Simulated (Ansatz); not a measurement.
# H2Cl (doublet): correlated methods under varied settings at distance H1–H2 along a hydrogen transfer = 0.912 Å

Aim: run H2Cl (doublet) at one geometry under a spread of methods and options, and see what each costs and gives.

Program: Ansatz 0.2.0, Gaussian basis. Level of theory: the settings change from run to run. These are calculated values, not measurements.

5 further runs of the same task are left out: 3 that didn't finish, 2 set aside as unsound or not needed.

## (1) The geometry

The geometry derives from fragments relaxed apart (PBE0/def2-TZVP) and kept rigid, so it is no stationary point. A hydrogen atom is moved between rigid fragments.

3 atoms, charge 0, spin multiplicity 2.

Atoms are counted from 1 here; the program's logs count them from 0.

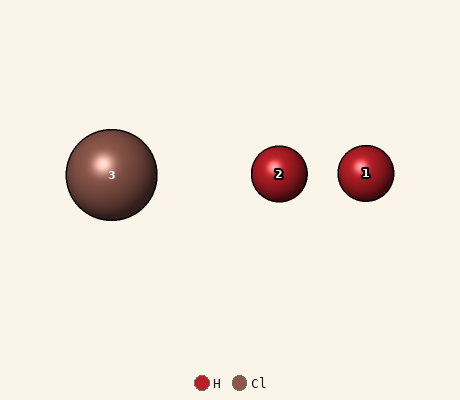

The geometry (hydrogen red, chlorine brown); atoms are numbered from 1 in the order of the file.

## (2) BCCD on UHF/cc-pVDZ

Contents of in.yaml:

```yaml
crystal:
  periodic: [false, false, false]
  atoms:
    - {symbol: H, position_ang: [0.000000, 0.000000, -1.196667]}
    - {symbol: H, position_ang: [0.000000, 0.000000, -0.284667]}
    - {symbol: Cl, position_ang: [0.000000, 0.000000, 1.481333]}
basis:
  gaussian: {orbitals: cc-pVDZ}
magnetization: {spin_polarized: true, initial_magnetization: 1}
correlation: {method: bccd, electrons: outside_noble_gas}
accuracy: high
output: {forces: true}
```

The run is started by

```console
$ ansatz run in.yaml --threads 1 --pin off --events-out ev --progress --plain --max-ram 2393MiB
```

Standard output, cut to the lines that bear on the results:

```text
Functional definition: HF
  name "HF"
  cite "Fock, Z. Phys. 61, 126 (1930) doi:10.1007/BF01340294"
  parent pbe
[...]
505 factors; integrals over basis functions are off by at most 3.3e-9 eV
[...]
mean field -12532.78668908 eV, -460.5714157959 hartree, gradient 1.6e-8 eV, S^2 0.788656; 9 other end points of the search recorded, 0 dependent functions left out
determinant -12532.78668908 eV, -460.5714157959 hartree, with singles and doubles -12537.44923266 eV, -460.7427611119 hartree
determinant -12532.16478618 eV, -460.5485612858 hartree, with singles and doubles -12536.76769203 eV, -460.7177149556 hartree
5 core orbitals not correlated: weight in the atoms' cores, before any rotation towards them, 1.000 or more for the frozen orbitals, at most 0.000 for the correlated occupied ones
reference -12532.78668908 eV, -460.5714157959 hartree; 5, 4 occupied and 18, 19 virtual orbitals, 505 factors
second order -3.96148112 eV of doubles, -0.00000000 eV of singles
cycle   1  -4.65967926 eV  change    2.9e-3 eV  update   3.2e-3
[...]
cycle  20  -4.65877318 eV  change   2.3e-10 eV  update  1.7e-10
[...]
Total energy: -12537.44546227 eV, -460.7426225525 hartree
Atom 0 at     0.000000     0.000000    -1.196667 Å, force     0.000000    -0.000000     2.226663 eV/Å
Atom 1 at     0.000000     0.000000    -0.284667 Å, force    -0.000000     0.000000    -2.344752 eV/Å
Atom 2 at     0.000000     0.000000     1.481333 Å, force    -0.000000     0.000000     0.118089 eV/Å
Dipole moment:    -0.000000     0.000000    -0.176380 e Å
```

It took 2 s on 1 thread of Arm Neoverse V1, shared host.

From the report: ⟨S²⟩ of the determinant 0.789 (pure doublet: 0.75); correlation -4.6588 eV; largest double amplitude 0.07.

## (3) MRCISD+Q(relaxed)(1,8)/6-31G

Contents of in.yaml:

```yaml
crystal:
  periodic: [false, false, false]
  atoms:
    - {symbol: H, position_ang: [0.000000, 0.000000, -1.196667]}
    - {symbol: H, position_ang: [0.000000, 0.000000, -0.284667]}
    - {symbol: Cl, position_ang: [0.000000, 0.000000, 1.481333]}
basis:
  gaussian: {orbitals: 6-31G}
magnetization: {spin_polarized: false, initial_magnetization: 1}
correlation: {method: fic_mrcisd_q_relaxed, electrons: all, active_space: {window: {electrons: 1, orbitals: 8}, states: [{multiplicity: 2, weights: [0.5, 1]}]}}
scf: {lower_state_search: off}
```

Same command.

Standard output, cut to the lines that bear on the results:

```text
Functional definition: HF
  name "HF"
  cite "Fock, Z. Phys. 61, 126 (1930) doi:10.1007/BF01340294"
  parent pbe
[...]
315 factors; integrals over basis functions are off by at most 1.3e-7 eV
[...]
mean field -12531.71253025 eV, -460.5319411869 hartree, gradient 6.9e-6 eV, S^2 0.750000; 0 other end points of the search recorded, 0 dependent functions left out
reference -12531.71253025 eV, -460.5319411869 hartree; 10, 9 occupied and 7, 8 virtual orbitals, 315 factors
state -12531.20109109 eV, -460.5131461444 hartree
state -12520.46662999 eV, -460.1186619751 hartree
contracted CI cycle   1: correlation 0.00000000 eV, 0.0000000000 hartree, residual 1.14e1 eV
contracted CI cycle   2: correlation -2.16179182 eV, -0.0794443839 hartree, residual 2.83e0 eV
contracted CI cycle   3: correlation -2.30448262 eV, -0.0846881744 hartree, residual 8.03e-1 eV
[...]
contracted CI cycle  35: correlation -1.77749956 eV, -0.0653219040 hartree, residual 4.31e-4 eV
contracted CI cycle  36: correlation -1.77749953 eV, -0.0653219030 hartree, residual 2.14e-3 eV
contracted CI cycle  37: correlation -1.77749957 eV, -0.0653219042 hartree, residual 3.94e-4 eV
contracted CI cycle  38: correlation -1.77749957 eV, -0.0653219042 hartree, residual 7.21e-4 eV
contracted CI cycle  39: correlation -1.77749957 eV, -0.0653219042 hartree, residual 1.22e-4 eV
contracted CI cycle  40: correlation -1.77749957 eV, -0.0653219042 hartree, residual 5.56e-5 eV
contracted CI cycle  41: correlation -1.77749957 eV, -0.0653219042 hartree, residual 5.18e-5 eV
contracted CI cycle  42: correlation -1.77749957 eV, -0.0653219042 hartree, residual 2.77e-5 eV
state -12520.46662999 eV, -460.1186619751 hartree; corrected -12523.05079268 eV, -460.2136282024 hartree
Total energy: -12526.60359047 eV, -460.3441911130 hartree
Checks for a lower state left out: stability, starts, cluster_reference, orbital_swaps, neighbouring_geometries, increment
```

Wall time 3 s (1 thread of Arm Neoverse V1, shared host).

From the report: 6 determinants; active occupations (of the averaged states) 0.67, 0.33, 0.00, 0.00, 0.00, 0.00, 0.00, 0.00.

## (4) HF/6-31++G**

Contents of in.yaml:

```yaml
crystal:
  periodic: [false, false, false]
  atoms:
    - {symbol: H, position_ang: [0.000000, 0.000000, -1.196667]}
    - {symbol: H, position_ang: [0.000000, 0.000000, -0.284667]}
    - {symbol: Cl, position_ang: [0.000000, 0.000000, 1.481333]}
basis:
  gaussian: {orbitals: "6-31++G**"}
magnetization: {spin_polarized: false, initial_magnetization: 1}
hamiltonian: {xc: hf}
scf: {lower_state_search: off}
output: {orbitals: {seedname: orbitals}}
```

Same command.

Standard output:

```text
Functional definition: HF
  name "HF"
  cite "Fock, Z. Phys. 61, 126 (1930) doi:10.1007/BF01340294"
  parent pbe
  exchange = exact_x
  correlation = 0
these checks for a lower state are left out or cut short: stability, starts, cluster_reference, orbital_swaps, neighbouring_geometries, increment
308 factors; integrals over basis functions are off by at most 1.2e-3 eV
mean field evaluation 1: about -12531.1271 eV, gradient 8.3e0 eV
mean field evaluation 2: about -12531.1312 eV, gradient 8.3e0 eV
mean field evaluation 4: about -12531.8572 eV, gradient 1.7e0 eV
mean field evaluation 8: about -12531.9556 eV, gradient 2.9e-1 eV
mean field -12531.95665024 eV, -460.5409124308 hartree, gradient 4.6e-6 eV, S^2 0.750000; 0 other end points of the search recorded, 0 dependent functions left out
reference -12531.95665024 eV, -460.5409124308 hartree; 10, 9 occupied and 25, 26 virtual orbitals, 308 factors
Total energy: -12531.95665024 eV, -460.5409124308 hartree
Checks for a lower state left out: stability, starts, cluster_reference, orbital_swaps, neighbouring_geometries, increment
```

Run time: 0.12 s. Hardware: 1 thread of Arm Neoverse V1, shared host.

## (5) BCCD on ROHF/def2-TZVP

Contents of in.yaml:

```yaml
crystal:
  periodic: [false, false, false]
  atoms:
    - {symbol: H, position_ang: [0.000000, 0.000000, -1.196667]}
    - {symbol: H, position_ang: [0.000000, 0.000000, -0.284667]}
    - {symbol: Cl, position_ang: [0.000000, 0.000000, 1.481333]}
basis:
  gaussian: {orbitals: def2-TZVP}
magnetization: {spin_polarized: false, initial_magnetization: 1}
correlation: {method: bccd, electrons: outside_noble_gas}
scf: {omitted_lower_state_checks: [cluster_reference]}
```

The command is unchanged.

Standard output, cut to the lines that bear on the results:

```text
Functional definition: HF
  name "HF"
  cite "Fock, Z. Phys. 61, 126 (1930) doi:10.1007/BF01340294"
  parent pbe
[...]
310 factors; integrals over basis functions are off by at most 2.1e-3 eV
[...]
mean field -12532.72893853 eV, -460.5692935023 hartree, gradient 2.4e-6 eV, S^2 0.750000; 7 other end points of the search recorded, 0 dependent functions left out
5 core orbitals not correlated: weight in the atoms' cores, before any rotation towards them, 1.000 or more for the frozen orbitals, at most 0.000 for the correlated occupied ones
reference -12532.72893853 eV, -460.5692935023 hartree; 5, 4 occupied and 39, 40 virtual orbitals, 310 factors
second order -5.43958277 eV of doubles, -0.12137060 eV of singles
cycle   1  -6.19704728 eV  change   -6.3e-1 eV  update   6.0e-2
[...]
cycle  10  -6.41651051 eV  change   -7.4e-6 eV  update   9.4e-6
Total energy: -12539.14544904 eV, -460.8050959142 hartree
Checks for a lower state left out: cluster_reference
```

Run time: 1.1 s. Hardware: 1 thread of Arm Neoverse V1, shared host.

From the report: correlation -6.4165 eV; largest double amplitude 0.06.

## (6) CASSCF(1,5)/6-31G

Contents of in.yaml:

```yaml
crystal:
  periodic: [false, false, false]
  atoms:
    - {symbol: H, position_ang: [0.000000, 0.000000, -1.196667]}
    - {symbol: H, position_ang: [0.000000, 0.000000, -0.284667]}
    - {symbol: Cl, position_ang: [0.000000, 0.000000, 1.481333]}
basis:
  gaussian: {orbitals: 6-31G}
magnetization: {spin_polarized: false, initial_magnetization: 1}
correlation: {active_space: {window: {electrons: 1, orbitals: 5}}}
accuracy: high
output: {forces: true}
```

The command is unchanged.

Standard output, cut to the lines that bear on the results:

```text
Functional definition: HF
  name "HF"
  cite "Fock, Z. Phys. 61, 126 (1930) doi:10.1007/BF01340294"
  parent pbe
[...]
323 factors; integrals over basis functions are off by at most 4.1e-9 eV
[...]
mean field -12531.71253026 eV, -460.5319411872 hartree, gradient 1.6e-8 eV, S^2 0.750000; 9 other end points of the search recorded, 0 dependent functions left out
reference -12531.71253026 eV, -460.5319411872 hartree; 10, 9 occupied and 7, 8 virtual orbitals, 323 factors
state -12531.71253026 eV, -460.5319411872 hartree
[...]
Total energy: -12531.71253026 eV, -460.5319411872 hartree
Atom 0 at     0.000000     0.000000    -1.196667 Å, force     0.000000    -0.000000     3.550206 eV/Å
Atom 1 at     0.000000     0.000000    -0.284667 Å, force     0.000000    -0.000000    -4.923263 eV/Å
Atom 2 at     0.000000     0.000000     1.481333 Å, force    -0.000000     0.000000     1.373058 eV/Å
Dipole moment:    -0.000000     0.000000    -0.151291 e Å
```

Wall time 0.39 s (1 thread of Arm Neoverse V1, shared host).

From the report: 5 determinants; active occupations 1.00, 0.00, 0.00, 0.00, 0.00. With so small a space the active step adds no correlation: the energy is the mean field's.

## (7) MRCISD+Q(relaxed)(3,5)/cc-pVDZ

Contents of in.yaml:

```yaml
crystal:
  periodic: [false, false, false]
  atoms:
    - {symbol: H, position_ang: [0.000000, 0.000000, -1.196667]}
    - {symbol: H, position_ang: [0.000000, 0.000000, -0.284667]}
    - {symbol: Cl, position_ang: [0.000000, 0.000000, 1.481333]}
basis:
  gaussian: {orbitals: cc-pVDZ}
magnetization: {spin_polarized: false, initial_magnetization: 1}
hamiltonian: {pseudopotentials: {relativity: none}}
correlation: {method: fic_mrcisd_q_relaxed, electrons: all, active_space: {window: {electrons: 3, orbitals: 5}}}
scf: {lower_state_search: off}
```

Launched as before.

Standard output, cut to the lines that bear on the results:

```text
Functional definition: HF
  name "HF"
  cite "Fock, Z. Phys. 61, 126 (1930) doi:10.1007/BF01340294"
  parent pbe
[...]
282 factors; integrals over basis functions are off by at most 1.2e-3 eV
[...]
mean field -12532.55835490 eV, -460.5630246694 hartree, gradient 2.2e-6 eV, S^2 0.750000; 0 other end points of the search recorded, 0 dependent functions left out
reference -12532.55835490 eV, -460.5630246694 hartree; 10, 9 occupied and 18, 19 virtual orbitals, 282 factors
state -12533.14412204 eV, -460.5845512148 hartree
contracted CI cycle   1: correlation 0.00000000 eV, 0.0000000000 hartree, residual 1.85e1 eV
contracted CI cycle   2: correlation -4.05912585 eV, -0.1491701236 hartree, residual 3.16e0 eV
contracted CI cycle   3: correlation -4.21704147 eV, -0.1549734157 hartree, residual 1.04e0 eV
contracted CI cycle   4: correlation -4.23769724 eV, -0.1557325013 hartree, residual 4.27e-1 eV
contracted CI cycle   5: correlation -4.24096292 eV, -0.1558525126 hartree, residual 1.61e-1 eV
contracted CI cycle   6: correlation -4.24151401 eV, -0.1558727648 hartree, residual 7.22e-2 eV
contracted CI cycle   7: correlation -4.24161615 eV, -0.1558765183 hartree, residual 3.41e-2 eV
contracted CI cycle   8: correlation -4.24163451 eV, -0.1558771932 hartree, residual 1.31e-2 eV
contracted CI cycle   9: correlation -4.24163742 eV, -0.1558773001 hartree, residual 4.66e-3 eV
contracted CI cycle  10: correlation -4.24163777 eV, -0.1558773128 hartree, residual 1.74e-3 eV
state -12533.14412204 eV, -460.5845512148 hartree; corrected -12537.69886820 eV, -460.7519350489 hartree
Total energy: -12537.69886820 eV, -460.7519350489 hartree
Checks for a lower state left out: stability, starts, cluster_reference, orbital_swaps, neighbouring_geometries, increment
```

It took 0.75 s on 1 thread of Arm Neoverse V1, shared host.

From the report: 50 determinants; active occupations 1.98, 1.00, 0.01, 0.01, 0.00.

## (8) BCCD(T) on UHF/6-31G

Contents of in.yaml:

```yaml
crystal:
  periodic: [false, false, false]
  atoms:
    - {symbol: H, position_ang: [0.000000, 0.000000, -1.196667]}
    - {symbol: H, position_ang: [0.000000, 0.000000, -0.284667]}
    - {symbol: Cl, position_ang: [0.000000, 0.000000, 1.481333]}
basis:
  gaussian: {orbitals: 6-31G}
magnetization: {spin_polarized: true, initial_magnetization: 1}
correlation: {method: bccd_t, electrons: outside_noble_gas}
accuracy: high
output: {forces: true}
```

The command is unchanged.

Standard output, cut to the lines that bear on the results:

```text
Functional definition: HF
  name "HF"
  cite "Fock, Z. Phys. 61, 126 (1930) doi:10.1007/BF01340294"
  parent pbe
[...]
323 factors; integrals over basis functions are off by at most 4.1e-9 eV
[...]
mean field -12531.85956159 eV, -460.5373444890 hartree, gradient 1.2e-8 eV, S^2 0.784211; 9 other end points of the search recorded, 0 dependent functions left out
determinant -12531.85956159 eV, -460.5373444890 hartree, with singles and doubles -12533.56171629 eV, -460.5998975205 hartree
determinant -12531.19388265 eV, -460.5128812390 hartree, with singles and doubles -12532.77102614 eV, -460.5708401935 hartree
5 core orbitals not correlated: weight in the atoms' cores, before any rotation towards them, 1.000 or more for the frozen orbitals, at most 0.000 for the correlated occupied ones
reference -12531.85956159 eV, -460.5373444890 hartree; 5, 4 occupied and 7, 8 virtual orbitals, 323 factors
second order -1.27613094 eV of doubles, -0.00000000 eV of singles
cycle   1  -1.70030176 eV  change    1.9e-3 eV  update   3.3e-3
[...]
cycle  16  -1.69898679 eV  change  -4.9e-10 eV  update  6.5e-10
perturbative correction -0.01596113 eV, -0.0005865607 hartree
[...]
Total energy: -12533.57450951 eV, -460.6003676627 hartree
Atom 0 at     0.000000     0.000000    -1.196667 Å, force     0.000000    -0.000000     2.309085 eV/Å
Atom 1 at     0.000000     0.000000    -0.284667 Å, force     0.000000    -0.000000    -2.987098 eV/Å
Atom 2 at     0.000000     0.000000     1.481333 Å, force    -0.000000     0.000000     0.678014 eV/Å
Dipole moment:    -0.000000     0.000000    -0.205424 e Å
```

Wall time 0.75 s (1 thread of Arm Neoverse V1, shared host).

From the report: ⟨S²⟩ of the determinant 0.784 (pure doublet: 0.75); correlation -1.7149 eV; largest double amplitude 0.09.

## (9) NEVPT4(SD)(7,7)/6-31G

Contents of in.yaml:

```yaml
crystal:
  periodic: [false, false, false]
  atoms:
    - {symbol: H, position_ang: [0.000000, 0.000000, -1.196667]}
    - {symbol: H, position_ang: [0.000000, 0.000000, -0.284667]}
    - {symbol: Cl, position_ang: [0.000000, 0.000000, 1.481333]}
basis:
  gaussian: {orbitals: 6-31G}
magnetization: {spin_polarized: false, initial_magnetization: 1}
correlation: {method: fic_nevpt4_sd, electrons: outside_noble_gas, active_space: {window: {electrons: 7, orbitals: 7}}}
```

Same command.

Standard output:

```text
Functional definition: HF
  name "HF"
  cite "Fock, Z. Phys. 61, 126 (1930) doi:10.1007/BF01340294"
  parent pbe
  exchange = exact_x
  correlation = 0
204 factors; integrals over basis functions are off by at most 8.5e-4 eV
mean field evaluation 1: about -12530.7437 eV, gradient 8.6e0 eV
mean field evaluation 2: about -12530.7448 eV, gradient 8.6e0 eV
mean field evaluation 4: about -12531.5903 eV, gradient 1.8e0 eV
mean field evaluation 8: about -12531.7124 eV, gradient 2.1e-3 eV
mean field evaluation 16: about -12531.1855 eV, gradient 2.8e-4 eV
mean field evaluation 32: about -12531.1855 eV, gradient 2.5e-5 eV
mean field -12531.71244930 eV, -460.5319382119 hartree, gradient 6.9e-6 eV, S^2 0.750000; 7 other end points of the search recorded, 0 dependent functions left out
reference -12531.71244930 eV, -460.5319382119 hartree; 10, 9 occupied and 7, 8 virtual orbitals, 204 factors
state -12532.87823989 eV, -460.5747802259 hartree
state -12532.87823989 eV, -460.5747802259 hartree; corrected -12533.55528966 eV, -460.5996613460 hartree
Total energy: -12533.55528966 eV, -460.5996613460 hartree
```

Run time: 5.5 s. Hardware: 1 thread of Arm Neoverse V1, shared host.

From the report: 1,225 determinants; active occupations 1.99, 1.99, 1.96, 1.00, 0.04, 0.01, 0.01.

## (10) All runs side by side

Where basis and cores are those of an earlier FCI/6-31G run (-12533.5785 eV), and the state is the same kind, the miss against it is given.

```
                                                level         correlated  functions  energy (eV)  from FCI (meV)    time
                                  BCCD on UHF/cc-pVDZ  outside noble gas         28  -12537.4455                     2 s
MRCISD+Q(relaxed)(1,8)/6-31G (mean of several states)                all         17  -12526.6036                     3 s
                                         HF/6-31++G**                            35  -12531.9567                  0.12 s
                               BCCD on ROHF/def2-TZVP  outside noble gas         49  -12539.1454                   1.1 s
                                    CASSCF(1,5)/6-31G                            17  -12531.7125          1865.9  0.39 s
                       MRCISD+Q(relaxed)(3,5)/cc-pVDZ                all         28  -12537.6989                  0.75 s
                                 BCCD(T) on UHF/6-31G  outside noble gas         17  -12533.5745             3.9  0.75 s
                                NEVPT4(SD)(7,7)/6-31G  outside noble gas         17  -12533.5553            23.2   5.5 s
```

## (11) Outcome

| quantity | value |
| --- | --- |
| runs | 8 |
| quickest | HF/6-31++G**, 0.12 s |
| slowest | NEVPT4(SD)(7,7)/6-31G, 5.5 s |

Total energies in different bases, with other cores or another treatment of relativity can't be set against each other. NEVPT4(SD)(7,7)/6-31G took 46 times as long as HF/6-31++G**; the jobs differ in more than the method. Among the correlated runs with a miss given, it spans +4 to +23 meV. Hartree-Fock, CASSCF and CASCI lack dynamic correlation by design.
